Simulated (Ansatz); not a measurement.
# AlH4NO: what the fields show

Input

```
crystal:
  periodic: [false, false, false]
  atoms:
    - { symbol: Al, position_ang: [-1.020696, -0.825575, 0.701887] }
    - { symbol: H, position_ang: [1.544198, 0.094118, 1.169975] }
    - { symbol: O, position_ang: [1.72394, 0.190979, 0.20522] }
    - { symbol: H, position_ang: [2.188528, -0.632749, -0.006702] }
    - { symbol: "N", position_ang: [-1.597308, -0.102381, -0.846407] }
    - { symbol: H, position_ang: [-2.516787, -0.12943, -1.28901] }
    - { symbol: H, position_ang: [-0.961475, 0.453137, -1.417463] }
basis:
  gaussian: { orbitals: def2-SVP }
hamiltonian:
  xc: b3lyp
  dispersion: d4
relax:
  f_tol: 0.03
  max_steps: 50
output:
  orbitals: {}
```

Command:

```sh
ansatz run input.yaml --threads 1 --pin off --max-ram 2048MiB --backend cpu --events-out ev --progress --plain --runs-dir out
```

The fields are those of the run's last geometry, not of the input's.

Theory: Ansatz, RKS B3LYP-D4/def2-SVP.

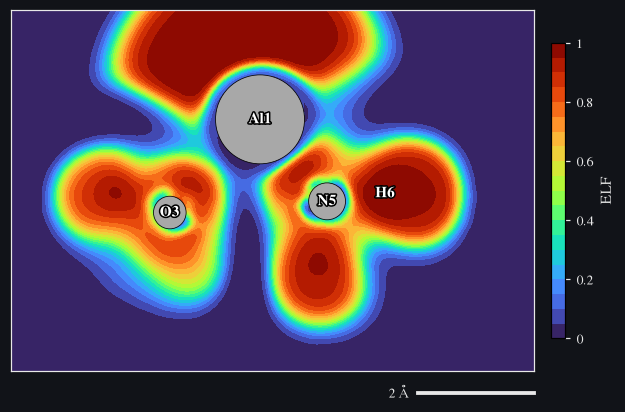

Figure 1. Electron localisation function on the plane of atoms O3, Al1 and N5. Grey discs cover the atomic cores.

> Describe what can be read from this map.

The section cuts through Al, O, N and H sites.
Al–N (1.83 Å): the ELF peaks at about 0.95 between the atoms, as expected for a polar covalent bond.
Al–O (2.24 Å): the ELF peaks at about 0.90 in the valence shell of O, 0.6 Å from its nucleus, and is about 0.40 at the midpoint.
N–H (1.02 Å): the ELF climbs to about 1 towards the hydrogen, as it does in any bond to H; a covalent bond by its length.
The ELF also peaks beside Al1, away from the bonds: lone-pair regions.

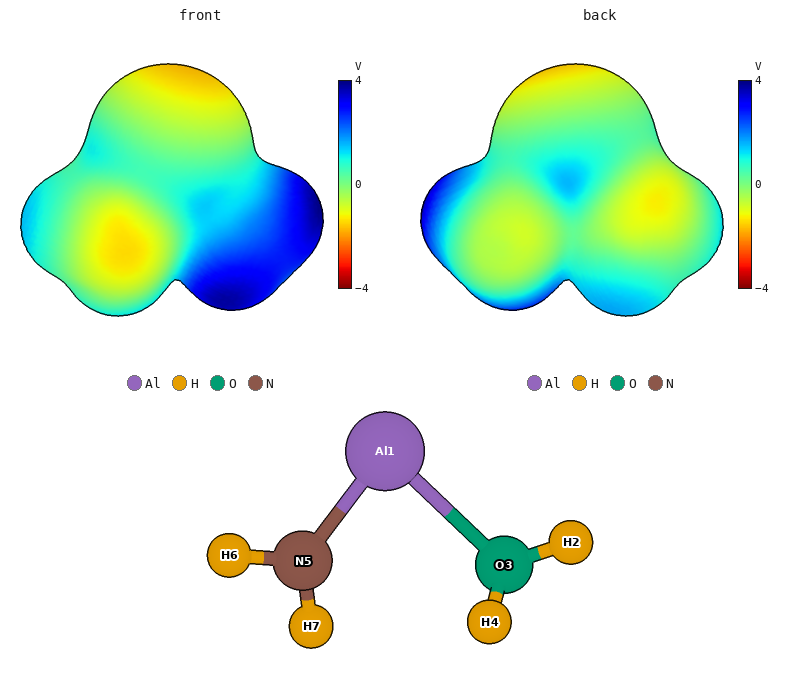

Figure 2. The molecular electrostatic potential painted on the density surface at 0.004 e/bohr³, seen from the front and from behind; red is negative and blue positive. The bare structure is drawn below in the same view.

> Describe the electrostatic potential map.

The most negative region (about −1.7 V, or −39 kcal/mol for a unit charge) lies over Al1, the most positive (about +3.8 V, or +88 kcal/mol for a unit charge) over H2.

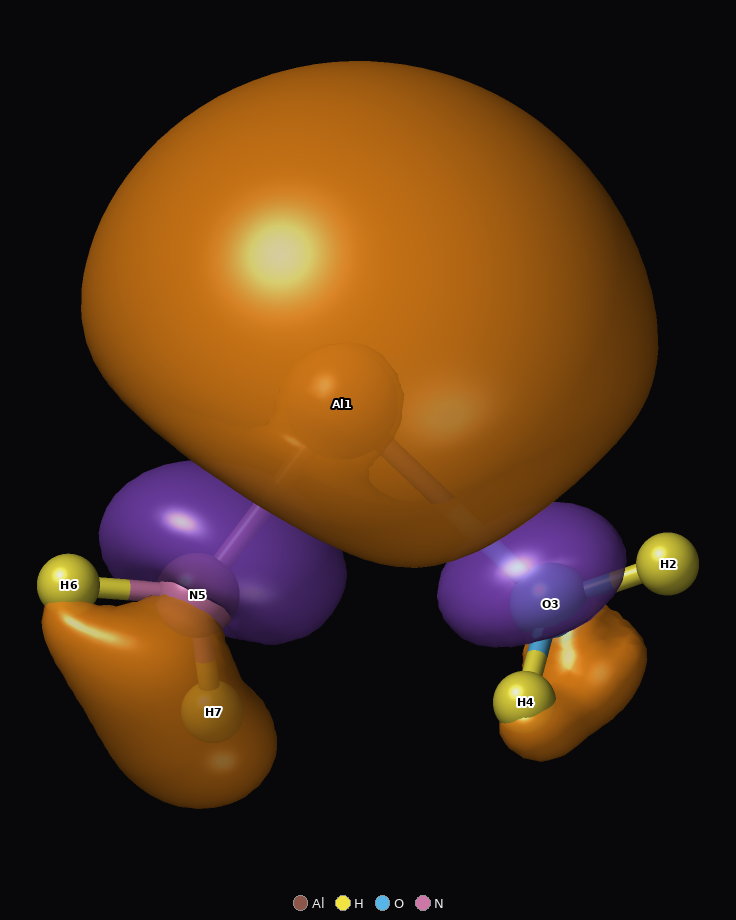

Figure 3. The HOMO at ±0.06 Å⁻³ᐟ² (orange and purple are the two phases), seen across its widest extent.

> What is the character of this orbital?

Its weight (Hirshfeld) is mainly on Al1 (about 85 %) and N5 (about 10 %). Its energy is −4.84 eV.
